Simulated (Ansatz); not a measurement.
# CH₅BN₂: frequency calculation

- system: CH₅BN₂, SMILES NC1BN1
- method: MP2/6-31G*, RHF (Ansatz 0.2.0)

The geometry was optimised with MP2/6-31G*.

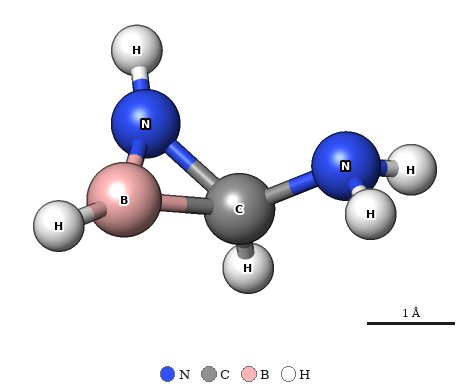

The structure as given in the input (ball-and-stick view, seen at a tilt).

### Summary

```json
{"quantity": "outcome", "value": "converged"}
{"quantity": "total energy", "value": "−174.845160 hartree"}
{"quantity": "SCF energy", "value": "−174.311437 hartree"}
{"quantity": "MP2 energy", "value": "−174.845160 hartree"}
{"quantity": "correlation energy", "value": "−0.533723 hartree"}
{"quantity": "basis functions", "value": "70"}
{"quantity": "largest force", "value": "0.003 eV/Å"}
{"quantity": "SCF solution under orbital rotations", "value": "stable"}
{"quantity": "zero-point energy", "value": "0.072570 hartree"}
{"quantity": "wavenumbers, lowest and highest", "value": "191 and 3680 cm⁻¹"}
{"quantity": "hardware", "value": "1 thread of AMD EPYC (Zen 5), 16 GiB of memory available, shared host"}
{"quantity": "wall time", "value": "40 s"}
{"quantity": "peak memory", "value": "0.15 GiB"}
```

### The input
```yaml
crystal:
  periodic: [false, false, false]
  atoms:
    - symbol: "N"
      position_ang: [0.165694, 1.202670, -0.630628]
    - symbol: C
      position_ang: [-0.358146, -0.083568, -0.232487]
    - symbol: B
      position_ang: [0.601578, -1.201130, 0.307825]
    - symbol: N
      position_ang: [-0.137373, -0.477121, 1.175888]
    - symbol: H
      position_ang: [0.748603, 1.112288, -1.458607]
    - symbol: H
      position_ang: [-0.582041, 1.854413, -0.857779]
    - symbol: H
      position_ang: [-1.363986, -0.315918, -0.595328]
    - symbol: H
      position_ang: [1.424739, -2.046568, 0.205147]
    - symbol: H
      position_ang: [-0.410567, -0.091267, 2.068668]
basis:
  gaussian:
    orbitals: "6-31G*"
correlation:
  method: mp2
phonons:
  temperatures:
    t_min: 298.15
    t_max: 298.15
    t_step: 1
```

Run as:
```bash
ansatz run in.yaml --threads 1 --pin off --max-ram 3480MiB --events-out events.jsonl --progress --plain --runs-dir runs
```

### What the program printed
```
Functional definition: HF
  name "HF"
  exchange = exact_x
  correlation = 0
these checks for a lower state are left out or cut short: cluster_reference
819 factors; integrals over basis functions are off by at most 3.2e-4 eV
mean field evaluation 1: about -4740.4078 eV, gradient 3.4e1 eV
mean field evaluation 2: about -4740.4073 eV, gradient 3.4e1 eV
mean field evaluation 4: about -4743.2182 eV, gradient 3.6e0 eV
mean field evaluation 8: about -4743.2558 eV, gradient 6.4e-2 eV
mean field -4743.25583214 eV, -174.3114367367 hartree, gradient 1.8e-6 eV, S^2 0.000000; 0 other end points of the search recorded, 0 dependent functions left out
4 core orbitals not correlated: weight in the atoms' cores, before any rotation towards them, 1.000 or more for the frozen orbitals, at most 0.000 for the correlated occupied ones
reference -4743.25583214 eV, -174.3114367367 hartree; 11, 11 occupied and 55, 55 virtual orbitals, 819 factors
second order -14.52334956 eV of doubles, -0.00000000 eV of singles
the calculation of the forces begins
these checks for a lower state are left out or cut short: starts, cluster_reference, orbital_swaps, neighbouring_geometries, increment
819 factors; integrals over basis functions are off by at most 3.2e-4 eV
mean field evaluation 16: about -4743.2556 eV, gradient 7.6e-5 eV
mean field -4743.25488264 eV, -174.3114018435 hartree, gradient 2.9e-6 eV, S^2 0.000000; 0 other end points of the search recorded, 0 dependent functions left out
[... from here on the field's lines of each further geometry are left out, up to the last ...]
4 core orbitals not correlated: weight in the atoms' cores, before any rotation towards them, 1.000 or more for the frozen orbitals, at most 0.000 for the correlated occupied ones
reference -4743.25370580 eV, -174.3113585954 hartree; 11, 11 occupied and 55, 55 virtual orbitals, 819 factors
second order -14.52536266 eV of doubles, -0.00000000 eV of singles
the calculation of the forces begins
these checks for a lower state are left out or cut short: starts, cluster_reference, orbital_swaps, neighbouring_geometries, increment
819 factors; integrals over basis functions are off by at most 3.2e-4 eV
mean field -4743.25772321 eV, -174.3115062325 hartree, gradient 2.9e-6 eV, S^2 0.000000; 0 other end points of the search recorded, 0 dependent functions left out
4 core orbitals not correlated: weight in the atoms' cores, before any rotation towards them, 1.000 or more for the frozen orbitals, at most 0.000 for the correlated occupied ones
reference -4743.25772321 eV, -174.3115062325 hartree; 11, 11 occupied and 55, 55 virtual orbitals, 819 factors
second order -14.52134168 eV of doubles, -0.00000000 eV of singles
the calculation of the forces begins
Total energy: -4757.77918170 eV, -174.8451599888 hartree
Atom 0 at     0.165694     1.202670    -0.630628 Å, force     0.000096    -0.000265     0.000975 eV/Å
Atom 1 at    -0.358146    -0.083568    -0.232487 Å, force    -0.000311     0.000158    -0.000477 eV/Å
Atom 2 at     0.601578    -1.201130     0.307825 Å, force    -0.000182    -0.000249     0.001528 eV/Å
Atom 3 at    -0.137373    -0.477121     1.175888 Å, force    -0.000961     0.001805    -0.001890 eV/Å
Atom 4 at     0.748603     1.112288    -1.458607 Å, force    -0.000273    -0.000210    -0.000089 eV/Å
Atom 5 at    -0.582041     1.854413    -0.857779 Å, force    -0.000174    -0.000302    -0.000113 eV/Å
Atom 6 at    -1.363986    -0.315918    -0.595328 Å, force     0.000697     0.000110    -0.000182 eV/Å
Atom 7 at     1.424739    -2.046568     0.205147 Å, force     0.000047    -0.000013    -0.000269 eV/Å
Atom 8 at    -0.410567    -0.091267     2.068668 Å, force     0.001061    -0.001036     0.000518 eV/Å
Dipole moment:    -0.247984     0.106852    -0.047305 e Å
Vibrations: 191.02 329.13 417.29 536.35 756.17 796.86 818.89 958.83 979.85 1003.13 1065.64 1221.38 1309.51 1421.26 1536.23 1723.44 2819.90 3124.67 3532.05 3632.45 3680.43 cm⁻¹, zero-point energy 1.974725 eV
Checks for a lower state left out: cluster_reference
```

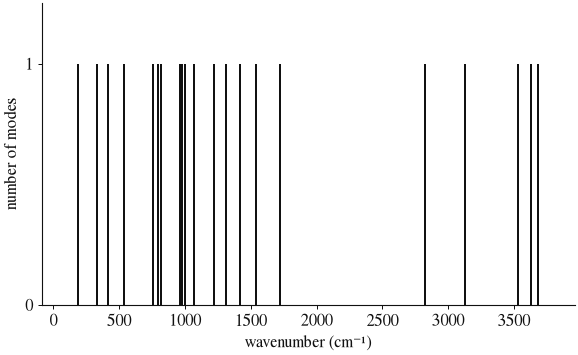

Harmonic vibrational wavenumbers from the force constants; neighbouring modes closer than 16 cm⁻¹ are counted in one stick. 21 modes from 191 to 3680 cm⁻¹, none imaginary.
